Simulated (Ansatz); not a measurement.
# BSiHO (singlet): the correlation ladder, cc-pVDZ

How much of the correlation energy of BSiHO (singlet) does each wave-function method recover here?

Method: cc-pVDZ, core rule «outside noble gas», up to 7 orbitals frozen; program: Ansatz 0.2.0, Gaussian basis.

Plan: UHF; CCSD(T) on RHF; CCSD(T) on UHF; BCCD(T) on RHF; CISD; CCSDT(Q) on RHF; CCSDT(Q) on UHF; CASSCF and MRCISD+Q, 8 electrons in 8 orbitals; CASSCF and NEVPT2, 8 electrons in 8 orbitals.

26 further runs of the same task are left out: 10 that didn't finish, 16 set aside as unsound or not needed.

**1. The system**

The geometry is a PBE0/def2-TZVP stationary point (not a proven minimum) of the parent state, kept for this charge and spin.

4 atoms, charge 0, spin multiplicity 1.

Atoms are counted from 1 here; the program's logs count them from 0.

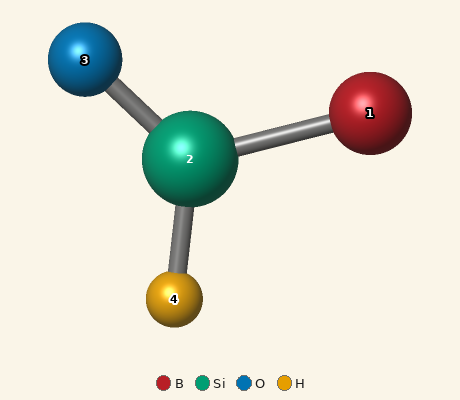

The structure; boron red, silicon teal, oxygen blue, hydrogen amber; atoms are numbered from 1 in the order of the file.

In the tables R marks a restricted determinant and U an unrestricted one; 'frontier' is the active space of 8 electrons in 8 orbitals; energies count from the table's Hartree-Fock row.

**2. UHF**

in.yaml reads:

```yaml
crystal:
  periodic: [false, false, false]
  atoms:
    - {symbol: B, position_ang: [0.000000, -0.531705, 1.776279]}
    - {symbol: Si, position_ang: [0.000000, 0.368430, 0.036582]}
    - {symbol: O, position_ang: [0.000000, -0.403858, -1.277481]}
    - {symbol: H, position_ang: [0.000000, 1.847527, 0.206498]}
basis:
  gaussian: {orbitals: cc-pVDZ}
magnetization: {spin_polarized: true, initial_magnetization: 0}
hamiltonian: {xc: hf}
output: {orbitals: {seedname: orbitals}}
```

Started as:

```
$ ansatz run in.yaml --threads 1 --pin off --events-out ev --progress --plain --max-ram 2393MiB
```

Output:

```text
Functional definition: HF
  name "HF"
  cite "Fock, Z. Phys. 61, 126 (1930) doi:10.1007/BF01340294"
  parent pbe
  exchange = exact_x
  correlation = 0
487 factors; integrals over basis functions are off by at most 1.0e-3 eV
mean field evaluation 1: about -10576.3892 eV, gradient 3.3e1 eV
mean field evaluation 2: about -10576.4308 eV, gradient 3.3e1 eV
mean field evaluation 4: about -10581.8248 eV, gradient 2.7e0 eV
mean field evaluation 8: about -10581.9602 eV, gradient 2.6e-1 eV
mean field evaluation 16: about -10582.1404 eV, gradient 1.1e0 eV
mean field evaluation 32: about -10582.5368 eV, gradient 6.7e-1 eV
mean field evaluation 64: about -10582.5880 eV, gradient 2.2e-1 eV
mean field evaluation 96: about -10582.5928 eV, gradient 2.6e-1 eV
mean field evaluation 128: about -10581.1996 eV, gradient 5.5e0 eV
mean field evaluation 160: about -10582.3725 eV, gradient 2.1e0 eV
mean field evaluation 192: about -10579.4637 eV, gradient 5.2e0 eV
mean field evaluation 224: about -10578.8475 eV, gradient 1.3e1 eV
mean field evaluation 256: about -10581.5532 eV, gradient 5.0e-2 eV
mean field evaluation 288: about -10581.9653 eV, gradient 3.0e-2 eV
mean field evaluation 320: about -10579.3802 eV, gradient 9.9e0 eV
mean field evaluation 352: about -10564.5308 eV, gradient 3.4e1 eV
mean field -10582.60710822 eV, -388.9036380783 hartree, gradient 1.8e-5 eV, S^2 0.867479; 12 other end points of the search recorded, 0 dependent functions left out
reference -10582.60710822 eV, -388.9036380783 hartree; 14, 14 occupied and 37, 37 virtual orbitals, 487 factors
Total energy: -10582.60710822 eV, -388.9036380783 hartree
```

It took 3.1 s on 1 thread of Arm Neoverse V1, shared host.

From the report: ⟨S²⟩ of the determinant 0.867 (pure singlet: 0.00). The determinant is far from a pure spin state, so its energy mixes those of several spin states (harmless only where they are near-degenerate, as at dissociation).

The unrestricted solution breaks the spin symmetry, so the restricted determinant is unstable here.

**3. CCSD(T) on RHF**

Changes to in.yaml since step 2:

```diff
@@ -9,4 +9,3 @@
   gaussian: {orbitals: cc-pVDZ}
-magnetization: {spin_polarized: true, initial_magnetization: 0}
-hamiltonian: {xc: hf}
-output: {orbitals: {seedname: orbitals}}
+magnetization: {spin_polarized: false}
+correlation: {method: ccsd_t, electrons: outside_noble_gas}
```

Same command.

Output, shortened:

```text
Functional definition: HF
  name "HF"
  cite "Fock, Z. Phys. 61, 126 (1930) doi:10.1007/BF01340294"
  parent pbe
[...]
487 factors; integrals over basis functions are off by at most 1.0e-3 eV
[...]
mean field -10581.96530887 eV, -388.8800523872 hartree, gradient 3.9e-6 eV, S^2 0.000000; 6 other end points of the search recorded, 0 dependent functions left out; unrestricted orbitals would lower it
determinant -10581.96530887 eV, -388.8800523872 hartree, with singles and doubles -10591.90566809 eV, -389.2453538506 hartree
determinant -10579.32942831 eV, -388.7831855634 hartree, with singles and doubles -10589.66179340 eV, -389.1628929771 hartree
7 core orbitals not correlated: weight in the atoms' cores, before any rotation towards them, 1.000 or more for the frozen orbitals, at most 0.000 for the correlated occupied ones
reference -10581.96530887 eV, -388.8800523872 hartree; 7, 7 occupied and 37, 37 virtual orbitals, 487 factors
second order -9.06190847 eV of doubles, -0.00000000 eV of singles
cycle   1  -9.94660175 eV  change   -6.2e-3 eV  update   3.9e-3
[...]
cycle  12  -9.94933595 eV  change    2.7e-6 eV  update   7.7e-6
perturbative correction -0.37190287 eV, -0.0136671783 hartree
Total energy: -10592.28654769 eV, -389.2593509180 hartree
```

It took 1.8 s on 1 thread of Arm Neoverse V1, shared host.

From the report: correlation -10.3212 eV; T1 0.030; largest double amplitude 0.11.

**4. CCSD(T) on UHF**

Changes to in.yaml since step 3:

```diff
@@ -9,3 +9,3 @@
   gaussian: {orbitals: cc-pVDZ}
-magnetization: {spin_polarized: false}
+magnetization: {spin_polarized: true, initial_magnetization: 0}
 correlation: {method: ccsd_t, electrons: outside_noble_gas}
```

The command is unchanged.

Output, shortened:

```text
Functional definition: HF
  name "HF"
  cite "Fock, Z. Phys. 61, 126 (1930) doi:10.1007/BF01340294"
  parent pbe
[...]
487 factors; integrals over basis functions are off by at most 1.0e-3 eV
[...]
mean field -10582.60710822 eV, -388.9036380783 hartree, gradient 2.0e-6 eV, S^2 0.867479; 32 other end points of the search recorded, 0 dependent functions left out
determinant -10582.60710822 eV, -388.9036380783 hartree, with singles and doubles -10591.92931808 eV, -389.2462229718 hartree
determinant -10582.38352880 eV, -388.8954216861 hartree, with singles and doubles -10591.78624730 eV, -389.2409652177 hartree
determinant -10582.21974436 eV, -388.8894027190 hartree, with singles and doubles -10591.56682539 eV, -389.2329016111 hartree
determinant -10581.55409389 eV, -388.8649405154 hartree, with singles and doubles -10591.00542316 eV, -389.2122704599 hartree
[...]
determinant -10582.21974436 eV, -388.8894027190 hartree, with singles and doubles -10591.64040213 eV, -389.2356055066 hartree
determinant -10581.96530887 eV, -388.8800523872 hartree, with singles and doubles -10591.90770411 eV, -389.2454286731 hartree
determinant -10581.96530887 eV, -388.8800523872 hartree, with singles and doubles -10591.91464377 eV, -389.2456837010 hartree
determinant -10579.32942831 eV, -388.7831855632 hartree, with singles and doubles -10589.66458009 eV, -389.1629953858 hartree
7 core orbitals not correlated: weight in the atoms' cores, before any rotation towards them, 1.000 or more for the frozen orbitals, at most 0.000 for the correlated occupied ones
reference -10582.60710822 eV, -388.9036380783 hartree; 7, 7 occupied and 37, 37 virtual orbitals, 487 factors
second order -8.57531146 eV of doubles, -0.00000000 eV of singles
cycle   1  -9.35009463 eV  change    5.4e-7 eV  update   4.3e-6
perturbative correction -0.35488279 eV, -0.0130417018 hartree
Total energy: -10592.31208563 eV, -389.2602894200 hartree
```

Wall time 33 s (1 thread of Arm Neoverse V1, shared host).

From the report: ⟨S²⟩ of the determinant 0.867 (pure singlet: 0.00); correlation -9.7050 eV; T1 0.052; largest double amplitude 0.07. The determinant is far from a pure spin state, so its energy mixes those of several spin states (harmless only where they are near-degenerate, as at dissociation).

**5. BCCD(T) on RHF**

Changes to in.yaml since step 4:

```diff
@@ -9,3 +9,3 @@
   gaussian: {orbitals: cc-pVDZ}
-magnetization: {spin_polarized: true, initial_magnetization: 0}
-correlation: {method: ccsd_t, electrons: outside_noble_gas}
+magnetization: {spin_polarized: false}
+correlation: {method: bccd_t, electrons: outside_noble_gas}
```

Launched as before.

Output, shortened:

```text
Functional definition: HF
  name "HF"
  cite "Fock, Z. Phys. 61, 126 (1930) doi:10.1007/BF01340294"
  parent pbe
[...]
487 factors; integrals over basis functions are off by at most 1.0e-3 eV
[...]
mean field -10581.96530887 eV, -388.8800523872 hartree, gradient 3.9e-6 eV, S^2 0.000000; 6 other end points of the search recorded, 0 dependent functions left out; unrestricted orbitals would lower it
determinant -10581.96530887 eV, -388.8800523872 hartree, with singles and doubles -10591.90566809 eV, -389.2453538506 hartree
determinant -10579.32942831 eV, -388.7831855634 hartree, with singles and doubles -10589.66179340 eV, -389.1628929771 hartree
7 core orbitals not correlated: weight in the atoms' cores, before any rotation towards them, 1.000 or more for the frozen orbitals, at most 0.000 for the correlated occupied ones
reference -10581.96530887 eV, -388.8800523872 hartree; 7, 7 occupied and 37, 37 virtual orbitals, 487 factors
second order -9.06190847 eV of doubles, -0.00000000 eV of singles
cycle   1  -9.87296638 eV  change    6.7e-2 eV  update   3.3e-2
[...]
cycle  12  -9.89543510 eV  change   -2.4e-7 eV  update   1.1e-5
perturbative correction -0.42987714 eV, -0.0157976936 hartree
Total energy: -10592.29062112 eV, -389.2595006136 hartree
```

It took 2 s on 1 thread of Arm Neoverse V1, shared host.

From the report: correlation -10.3253 eV; largest double amplitude 0.11.

**6. CISD**

Changes to in.yaml since step 5:

```diff
@@ -9,3 +9,2 @@
   gaussian: {orbitals: cc-pVDZ}
-magnetization: {spin_polarized: false}
-correlation: {method: bccd_t, electrons: outside_noble_gas}
+correlation: {active_space: {ras: {orbitals: [7, 0, 37], electrons: 14, max_holes: 2, max_particles: 2}, fixed_orbitals: true}}
```

Same command.

Output:

```text
Functional definition: HF
  name "HF"
  cite "Fock, Z. Phys. 61, 126 (1930) doi:10.1007/BF01340294"
  parent pbe
  exchange = exact_x
  correlation = 0
487 factors; integrals over basis functions are off by at most 1.0e-3 eV
mean field evaluation 1: about -10576.4400 eV, gradient 4.7e1 eV
mean field evaluation 2: about -10576.4437 eV, gradient 4.7e1 eV
mean field evaluation 4: about -10581.8350 eV, gradient 3.8e0 eV
mean field evaluation 8: about -10581.9632 eV, gradient 2.2e-1 eV
mean field evaluation 16: about -10573.8922 eV, gradient 1.2e1 eV
mean field evaluation 32: about -10579.3294 eV, gradient 3.1e-6 eV
mean field evaluation 64: about -10579.3289 eV, gradient 1.9e-1 eV
mean field -10581.96530887 eV, -388.8800523872 hartree, gradient 3.9e-6 eV, S^2 0.000000; 6 other end points of the search recorded, 0 dependent functions left out
reference -10581.96530887 eV, -388.8800523872 hartree; 14, 14 occupied and 37, 37 virtual orbitals, 487 factors
state -10590.72124226 eV, -389.2018270044 hartree
Total energy: -10590.72124226 eV, -389.2018270044 hartree
```

Wall time 2.1 s (1 thread of Arm Neoverse V1, shared host).

From the report: 50,558 determinants.

**7. CCSDT(Q) on RHF**

Changes to in.yaml since step 6:

```diff
@@ -9,2 +9,3 @@
   gaussian: {orbitals: cc-pVDZ}
-correlation: {active_space: {ras: {orbitals: [7, 0, 37], electrons: 14, max_holes: 2, max_particles: 2}, fixed_orbitals: true}}
+magnetization: {spin_polarized: false}
+correlation: {method: ccsdt_q, electrons: outside_noble_gas}
```

Launched as before.

Output, shortened:

```text
Functional definition: HF
  name "HF"
  cite "Fock, Z. Phys. 61, 126 (1930) doi:10.1007/BF01340294"
  parent pbe
[...]
933 factors; integrals over basis functions are off by at most 1.6e-7 eV
[...]
mean field -10581.96542708 eV, -388.8800567313 hartree, gradient 4.1e-6 eV, S^2 0.000000; 6 other end points of the search recorded, 0 dependent functions left out; unrestricted orbitals would lower it
determinant -10581.96542708 eV, -388.8800567313 hartree, with singles and doubles -10591.90579256 eV, -389.2453584248 hartree
determinant -10579.32955612 eV, -388.7831902602 hartree, with singles and doubles -10589.66192275 eV, -389.1628977304 hartree
7 core orbitals not correlated: weight in the atoms' cores, before any rotation towards them, 1.000 or more for the frozen orbitals, at most 0.000 for the correlated occupied ones
reference -10581.96542708 eV, -388.8800567313 hartree; 7, 7 occupied and 37, 37 virtual orbitals, 933 factors
second order -9.06194375 eV of doubles, -0.00000000 eV of singles
cycle   1  -9.21845509 eV  change   -1.6e-1 eV  update   1.6e-1
[...]
cycle  30  -10.36260494 eV  change   -1.0e-6 eV  update   1.6e-6
perturbative correction -0.05144740 eV, -0.0018906569 hartree
Total energy: -10592.37947942 eV, -389.2627660959 hartree
```

Wall time 24 s (1 thread of Arm Neoverse V1, shared host); peak memory 0.3 GiB.

From the report: correlation -10.4141 eV; T1 0.031; largest double amplitude 0.12.

**8. CCSDT(Q) on UHF**

Changes to in.yaml since step 7:

```diff
@@ -9,3 +9,3 @@
   gaussian: {orbitals: cc-pVDZ}
-magnetization: {spin_polarized: false}
+magnetization: {spin_polarized: true, initial_magnetization: 0}
 correlation: {method: ccsdt_q, electrons: outside_noble_gas}
```

Same command.

Output, shortened:

```text
Functional definition: HF
  name "HF"
  cite "Fock, Z. Phys. 61, 126 (1930) doi:10.1007/BF01340294"
  parent pbe
[...]
933 factors; integrals over basis functions are off by at most 1.6e-7 eV
[...]
mean field -10582.60723308 eV, -388.9036426670 hartree, gradient 1.7e-6 eV, S^2 0.867483; 32 other end points of the search recorded, 0 dependent functions left out
determinant -10582.60723308 eV, -388.9036426670 hartree, with singles and doubles -10591.92944446 eV, -389.2462276162 hartree
determinant -10582.38365088 eV, -388.8954261725 hartree, with singles and doubles -10591.78637171 eV, -389.2409697898 hartree
determinant -10582.21987329 eV, -388.8894074571 hartree, with singles and doubles -10591.56695298 eV, -389.2329062999 hartree
determinant -10581.55422223 eV, -388.8649452319 hartree, with singles and doubles -10591.00555100 eV, -389.2122751577 hartree
[...]
determinant -10581.96542708 eV, -388.8800567313 hartree, with singles and doubles -10591.91476797 eV, -389.2456882653 hartree
determinant -10579.32955611 eV, -388.7831902600 hartree, with singles and doubles -10589.66470937 eV, -389.1630001366 hartree
7 core orbitals not correlated: weight in the atoms' cores, before any rotation towards them, 1.000 or more for the frozen orbitals, at most 0.000 for the correlated occupied ones
reference -10582.60723308 eV, -388.9036426670 hartree; 7, 7 occupied and 37, 37 virtual orbitals, 933 factors
second order -8.57533862 eV of doubles, -0.00000000 eV of singles
cycle   1  -8.66405661 eV  change   -8.9e-2 eV  update   1.5e-1
[...]
cycle  58  -9.76507431 eV  change   -2.1e-7 eV  update   1.1e-6
perturbative correction -0.06033028 eV, -0.0022170968 hartree
WARN: the results are in doubt because among natural orbitals the method converges to other amplitudes
Total energy: -10592.43263767 eV, -389.2647196258 hartree
In doubt: among natural orbitals the method converges to other amplitudes
```

It took 6.4 min on 1 thread of Arm Neoverse V1, shared host; peak memory 0.78 GiB.

From the report: ⟨S²⟩ of the determinant 0.867 (pure singlet: 0.00); correlation -9.8254 eV; T1 0.033; largest double amplitude 0.22. The determinant is far from a pure spin state, so its energy mixes those of several spin states (harmless only where they are near-degenerate, as at dissociation). Mind the lines of doubt at the end of the log.

**9. CASSCF and MRCISD+Q, 8 electrons in 8 orbitals**

Changes to in.yaml since step 8:

```diff
@@ -9,3 +9,2 @@
   gaussian: {orbitals: cc-pVDZ}
-magnetization: {spin_polarized: true, initial_magnetization: 0}
-correlation: {method: ccsdt_q, electrons: outside_noble_gas}
+correlation: {method: fic_mrcisd_q, electrons: outside_noble_gas, active_space: {window: {electrons: 8, orbitals: 8}}}
```

Same command.

Output, shortened:

```text
Functional definition: HF
  name "HF"
  cite "Fock, Z. Phys. 61, 126 (1930) doi:10.1007/BF01340294"
  parent pbe
[...]
487 factors; integrals over basis functions are off by at most 1.0e-3 eV
[...]
mean field -10581.96530887 eV, -388.8800523872 hartree, gradient 3.9e-6 eV, S^2 0.000000; 6 other end points of the search recorded, 0 dependent functions left out; unrestricted orbitals would lower it
reference -10581.96530887 eV, -388.8800523872 hartree; 14, 14 occupied and 37, 37 virtual orbitals, 487 factors
state -10585.69430479 eV, -389.0170904596 hartree
contracted CI cycle   1: correlation 0.00000000 eV, 0.0000000000 hartree, residual 2.36e1 eV
contracted CI cycle   2: correlation -5.62058698 eV, -0.2065527619 hartree, residual 4.47e0 eV
contracted CI cycle   3: correlation -5.89685893 eV, -0.2167055688 hartree, residual 1.59e0 eV
contracted CI cycle   4: correlation -5.93599272 eV, -0.2181437087 hartree, residual 6.81e-1 eV
contracted CI cycle   5: correlation -5.94344291 eV, -0.2184174983 hartree, residual 3.32e-1 eV
contracted CI cycle   6: correlation -5.94532398 eV, -0.2184866265 hartree, residual 1.79e-1 eV
contracted CI cycle   7: correlation -5.94584232 eV, -0.2185056749 hartree, residual 9.66e-2 eV
contracted CI cycle   8: correlation -5.94599196 eV, -0.2185111741 hartree, residual 4.82e-2 eV
contracted CI cycle   9: correlation -5.94603068 eV, -0.2185125972 hartree, residual 2.44e-2 eV
contracted CI cycle  10: correlation -5.94603956 eV, -0.2185129234 hartree, residual 1.04e-2 eV
contracted CI cycle  11: correlation -5.94604129 eV, -0.2185129871 hartree, residual 5.04e-3 eV
contracted CI cycle  12: correlation -5.94604166 eV, -0.2185130008 hartree, residual 2.16e-3 eV
contracted CI cycle  13: correlation -5.94604173 eV, -0.2185130033 hartree, residual 1.01e-3 eV
state -10585.69430479 eV, -389.0170904596 hartree; corrected -10592.22841660 eV, -389.2572146397 hartree
Total energy: -10592.22841660 eV, -389.2572146397 hartree
```

Wall time 11 s (1 thread of Arm Neoverse V1, shared host).

From the report: 2,450 determinants; active occupations 1.97, 1.97, 1.95, 1.88, 0.12, 0.05, 0.03, 0.03.

**10. CASSCF and NEVPT2, 8 electrons in 8 orbitals**

Changes to in.yaml since step 9:

```diff
@@ -9,2 +9,2 @@
   gaussian: {orbitals: cc-pVDZ}
-correlation: {method: fic_mrcisd_q, electrons: outside_noble_gas, active_space: {window: {electrons: 8, orbitals: 8}}}
+correlation: {method: sc_nevpt2, electrons: outside_noble_gas, active_space: {window: {electrons: 8, orbitals: 8}}}
```

Same command.

Output, shortened:

```text
Functional definition: HF
  name "HF"
  cite "Fock, Z. Phys. 61, 126 (1930) doi:10.1007/BF01340294"
  parent pbe
[...]
487 factors; integrals over basis functions are off by at most 1.0e-3 eV
[...]
mean field -10581.96530887 eV, -388.8800523872 hartree, gradient 3.9e-6 eV, S^2 0.000000; 6 other end points of the search recorded, 0 dependent functions left out; unrestricted orbitals would lower it
reference -10581.96530887 eV, -388.8800523872 hartree; 14, 14 occupied and 37, 37 virtual orbitals, 487 factors
state -10585.69430479 eV, -389.0170904596 hartree
state -10585.69430479 eV, -389.0170904596 hartree; corrected -10590.61489583 eV, -389.1979188451 hartree
Total energy: -10590.61489583 eV, -389.1979188451 hartree
```

It took 9 s on 1 thread of Arm Neoverse V1, shared host.

From the report: 2,450 determinants; active occupations 1.97, 1.97, 1.95, 1.88, 0.12, 0.05, 0.03, 0.03.

**11. All levels against the top one**

No level here is safe as a reference; RCCSDT(Q) serves as a yardstick only. Rows without a time come out of other runs: HF, MP2 and CCSD of CCSD(T), CCSDT of CCSDT(Q), CASSCF and MRCISD of the multireference runs.

Differences are taken before rounding.

| method | energy from the lowest RHF (kcal/mol) | from RCCSDT(Q) (kcal/mol) | time |
| --- | --- | --- | --- |
| RHF | 0.00 | +240.16 |  |
| UHF | -14.80 | +225.36 |  |
| RMP2 | -208.97 | +31.18 |  |
| UMP2 | -212.55 | +27.60 |  |
| CISD | -201.92 | +38.24 | 2.1 s |
| RCCSD | -229.44 | +10.72 |  |
| UCCSD | -230.42 | +9.74 |  |
| RCCSD(T) | -238.01 | +2.14 | 1.8 s |
| UCCSD(T) | -238.60 | +1.55 | 33 s |
| BCCD(T) | -238.11 | +2.05 | 2 s |
| RCCSDT | -238.97 | +1.19 |  |
| UCCSDT | -239.99 | +0.17 |  |
| RCCSDT(Q) | -240.16 | 0 | 24 s |
| UCCSDT(Q) | -241.38 | -1.23 | 6.4 min |
| CASSCF frontier | -85.99 | +154.16 |  |
| NEVPT2 frontier | -199.46 | +40.69 | 9 s |
| MRCISD frontier | -223.11 | +17.04 |  |
| MRCISD+Q frontier | -236.67 | +3.48 | 11 s |

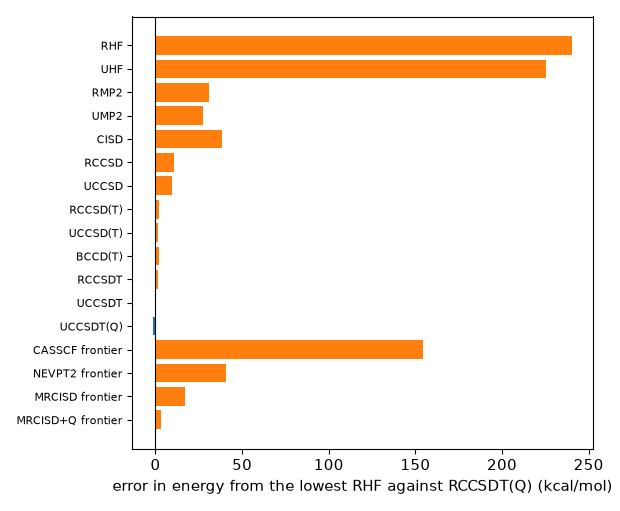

Error of each method against RCCSDT(Q).

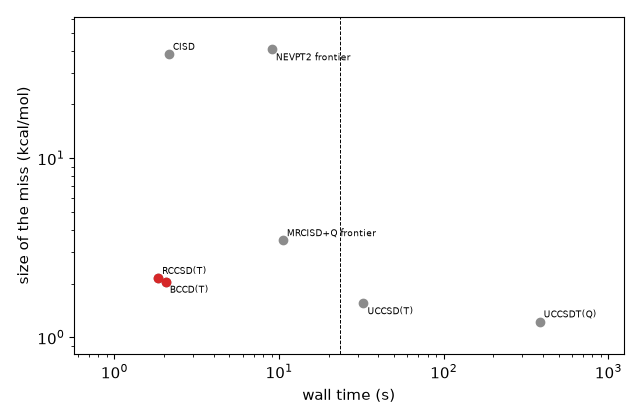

Accuracy for the time spent; red marks the levels that beat every quicker one drawn (of those quicker than the yardstick), and the dashed line is the time of RCCSDT(Q). Times are from a shared host.

The program flags UCCSDT(Q) as in doubt (see the logs), so those rows may rest on another solution; read them beside their warnings.

**12. Results**

| quantity | value |
| --- | --- |
| RCCSDT(Q) below the RHF energy | -10.4142 eV |
| RMP2 from RCCSDT(Q) | +31.18 kcal/mol |
| UMP2 from RCCSDT(Q) | +27.60 kcal/mol |
| RCCSD from RCCSDT(Q) | +10.72 kcal/mol |
| RCCSD(T) from RCCSDT(Q) | +2.14 kcal/mol |
| UCCSD(T) from RCCSDT(Q) | +1.55 kcal/mol |
| UCCSDT(Q) from RCCSDT(Q) | -1.23 kcal/mol |
| NEVPT2 frontier from RCCSDT(Q) | +40.69 kcal/mol |
| MRCISD+Q frontier from RCCSDT(Q) | +3.48 kcal/mol |
| T1 diagnostic | 0.030 |

**Reading.** RCCSD(T) misses by +2.14 kcal/mol, 0.9 % of the correlation energy. CCSD(T) misses by +2.14 kcal/mol on the restricted determinant and by +1.55 kcal/mol on the unrestricted one; the two need not hold the same state or core. Warnings: restricted reference is unstable; spin contamination; large T1 diagnostic.
